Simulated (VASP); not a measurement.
Band structure of ScC (relaxed from the wurtzite structure, space group P6_3/mmc). Level of theory: LDA (Ceperley-Alder, Perdew-Zunger), VASP's LDA PAW potentials (set 64) (plane waves; VASP).

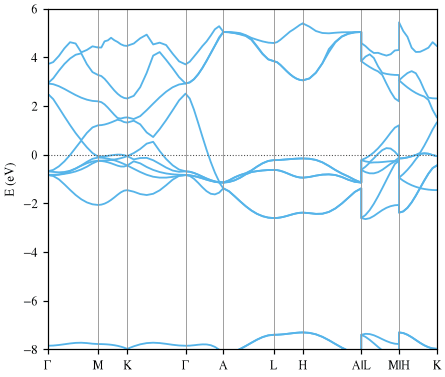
Fig. 1. Bands along high-symmetry lines, zero at the valence-band maximum or, without a gap, the Fermi level

Problem. Read the plot: is there a gap, and where are the band edges?

Solution. It has no gap at this level: it comes out as a metal or semimetal. (Edges off the drawn lines would not show.)

The structure was generated: ScC was put into the wurtzite type (P6_3mc), which need not be its known phase. It was relaxed first, which changed the volume by -36 %. The relaxed cell has space group P6_3/mmc.
